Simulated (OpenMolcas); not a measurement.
# C⁺: CASSCF terms and fine-structure levels

Wanted: the level scheme of C⁺ from active-space wave functions.

The numbers are computed with OpenMolcas 26.06 (state-averaged CASSCF, spin-orbit coupling by RASSI with atomic mean-field integrals), except any that are marked as measured or tabulated.

4 further runs of the same task are left out: 1 that didn't finish, 3 set aside as unsound or not needed.

## (1) What is computed

- Species: C⁺ (carbon, Z = 6, 5 electrons)
- Basis: ANO-RCC-VQZP [5s4p3d2f1g], 55 functions
- Scalar Hamiltonian: DKH3, point nucleus
- Inactive shells: 1s 2s
- Active space: 1 electron in 3 orbitals (2p)
- Some configurations of this space: 2s² 2p
- Orbitals: optimised for each spin and parity, averaged over all roots

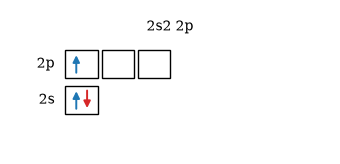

Occupation of the outer shells (arrows by Hund's rule).

The work runs as a chain of OpenMolcas steps in one folder; each step below is one input file. Labels, J, g values, rates, χT and fits are worked out afterwards by a script from the matrices that RASSI stores.

## (2) Basis and integrals

a.inp reads:

```
&GATEWAY
Coord
1

C 0.0 0.0 0.0
Basis=ANO-RCC-VQZP
Group=XYZ
NoMove
AngMom=0.0 0.0 0.0
AMFI
&SEWARD
Relativistic=R03O02
```

Started as:

```sh
> OMP_NUM_THREADS=1 MOLCAS_MEM=2252 MOLCAS_PROJECT=a pymolcas a.inp > a.log
```

The program printed:

```text
Basis set label: C.ANO-RCC...5S4P3D2F1G.

      Electronic valence basis set:
      ------------------
      Associated Effective Charge   6.000000 au
      Associated Actual Charge      6.000000 au
      Nuclear Model: Point charge

      Shell  nPrim  nBasis  Cartesian Spherical Contaminant
         s      14       5        X
         p       9       4        X
         d       4       3                 X
         f       3       2                 X
         g       2       1                 X
Relativistic=R03O02
                  Relativistic Douglas-Kroll-Hess integrals:
                    - DKH order of Hamiltonian: 3
                    - DKH order of Properties : 2
```

## (3) A faulty input for the next step

a.inp reads:

```
&RASSCF
FileOrb=start.orb
Symmetry=1
Spin=2
nActEl=1 0 0
Inactive=2 0
Ras2=0 3
CIRoot=3 3 1
SDav=3
CIMx=300
Iter=98 100
PrWF=0.3
OrbListing=Nothing
MaxOrb=0
Atom
>>> COPY $Project.JobIph JOB001
```

The end of its output:

```text
--- RASSCF ---
Wave function specifications:
      -----------------------------

      Number of closed shell electrons           4
      Number of electrons in active shells       1
      Max number of holes in RAS1 space          0
      Max nr of electrons in RAS3 space          0
      Number of inactive orbitals                2
      Number of active orbitals                  3
      Number of secondary orbitals              50
      Spin quantum number                      0.5
      State symmetry                             1
Orbital specifications:
      -----------------------

      Symmetry species                           1   2
                                                ag  au
      Frozen orbitals                            0   0
      Inactive orbitals                          2   0
      Active orbitals                            0   3
      RAS1 orbitals                              0   0
      RAS2 orbitals                              0   3
      RAS3 orbitals                              0   0
      Secondary orbitals                        27  23
      Deleted orbitals                           0   0
      Number of basis functions                 29  26
      Number of CSFs                             0
      Number of root(s) required                 3
 ************ ERROR ***********
  You can't ask for more roots
  than there are configurations
 ******************************
--- Stop Module: rasscf at  /rc=_RC_INPUT_ERROR_ ---
.####################.
.# User input error #.
.####################.
```

The cause: The state symmetry names the wrong parity for these configurations. The step is run again with the setting put right.

## (4) Reference wave functions, doublets of odd parity, 3 roots

a.inp reads:

```
&RASSCF
FileOrb=start.orb
Symmetry=2
Spin=2
nActEl=1 0 0
Inactive=2 0
Ras2=0 3
CIRoot=3 3 1
SDav=3
CIMx=300
Iter=120 100
PrWF=0.3
OrbListing=Nothing
MaxOrb=0
Atom
>>> COPY $Project.JobIph JOB001
```

start.orb holds the contracted functions of the basis, ordered by shell, or the orbitals of the step before.

The program printed, shortened:

```text
[...]
      Number of active orbitals                  3
[...]
      Spin quantum number                      0.5
[...]
      Active orbitals                            0   3
[...]
      Number of CSFs                             3
      Number of root(s) required                 3
[...]
      Convergence after  7 iterations
[...]
      Natural orbitals and occupation numbers for root  1
      sym 2:   0.000000   1.000000   0.000000
      Natural orbitals and occupation numbers for root  2
      sym 2:   0.000000   0.000000   1.000000
      Natural orbitals and occupation numbers for root  3
      sym 2:   1.000000   0.000000   0.000000
::    RASSCF root number  1 Total energy:    -37.30723946
::    RASSCF root number  2 Total energy:    -37.30723946
::    RASSCF root number  3 Total energy:    -37.30723946
```

## (5) State interaction with spin-orbit coupling

a.inp reads:

```
&RASSI
NrOfJobIphs=1 3
1 2 3
IphNames
JOB001
EJob
SpinOrbit
DIPRint=1.0
SOCoupling=1000.0
Subsets=2
MEES
Property=10
'ANGMOM' 1 'ANGMOM' 2 'ANGMOM' 3 'MLTPL  1' 1 'MLTPL  1' 2 'MLTPL  1' 3
'AMFI' 1 'AMFI' 2 'AMFI' 3 'MLTPL  2' 6
SOProperty=3
'ANGMOM' 1 'ANGMOM' 2 'ANGMOM' 3
```

The program printed:

```text
SPIN-FREE ENERGIES:
  (Shifted by EMIN (a.u.) =        -37.3072394604)

 SF State       Relative EMIN(au)   Rel lowest level(eV)    D:o, cm**(-1)      L_eff

     1             0.0000000000        0.0000000000              0.0000         1.0
     2             0.0000000000        0.0000000000              0.0000         1.0
     3             0.0000000000        0.0000000000              0.0000         1.0
     Dipole printing threshold changed to   1.00000000E+00
Eigenvalues of complex Hamiltonian:
   -----------------------------------
  (Shifted by EMIN (a.u.) =        -37.3072394604)

 SO State       Relative EMIN(au)   Rel lowest level(eV)    D:o, cm**(-1)     J-value

     1            -0.0001922132        0.0000000000              0.0000         0.4
     2            -0.0001922132        0.0000000000              0.0000         0.4
     3             0.0000961066        0.0078455829             63.2789         1.0
     4             0.0000961066        0.0078455829             63.2789         1.0
     5             0.0000961066        0.0078455829             63.2789         1.3
     6             0.0000961066        0.0078455829             63.2789         1.3
Weights of the five most important spin-orbit-free states for each spin-orbit state.

 SO State  Total energy (au)           Spin-free states, spin, and weights
 -------------------------------------------------------------------------------------------------------
    1        -0.000192       3 0.5  0.3333    2 0.5  0.3333    1 0.5  0.3333
    2        -0.000192       3 0.5  0.3333    2 0.5  0.3333    1 0.5  0.3333
    3         0.000096       3 0.5  0.6667    2 0.5  0.1667    1 0.5  0.1667
    4         0.000096       3 0.5  0.6667    2 0.5  0.1667    1 0.5  0.1667
    5         0.000096       2 0.5  0.5000    1 0.5  0.5000    3 0.5  0.0000
    6         0.000096       2 0.5  0.5000    1 0.5  0.5000    3 0.5  0.0000
 -------------------------------------------------------------------------------------------------------
```

These steps: 1.1 s of run time, 1 thread, shared host.

Spin-free terms, from the roots grouped by L:

```
configuration  term  E (cm⁻¹)
       2s² 2p   ²P°       0.0
```

Levels with spin-orbit coupling, from the RASSI matrices grouped by J:

```tsv
Configuration	Term	J	E (cm⁻¹)	g	Leading %
2s² 2p	²P°	1/2	0.0	0.666	100
2s² 2p	²P°	3/2	63.3	1.334	100
```

Orbitals of the lowest block:

```
shell     space  energy (hartree)  mean occupation  ⟨r²⟩ (bohr²)
   1s  inactive          -11.9027            2.000        0.0968
   2s  inactive           -1.1544            2.000          2.59
   2p      RAS2                              1.000          2.69
```

## (6) What came out

```
                               quantity                                          value
                                 method                                         CASSCF
                           lowest level  2s² 2p ²P°_1/2, 100 % of that term, g = 0.666
            ground level listed by NIST                                         2P°1/2
                    first excited level                    2s² 2p ²P°_3/2 at 63.3 cm⁻¹
spin-orbit lowering of the lowest level                                      42.2 cm⁻¹
```

**Reading.** The multiplet ²P° is regular. Only the configurations of the active space and the roots asked for are present. Levels of other configurations are missing from the list.
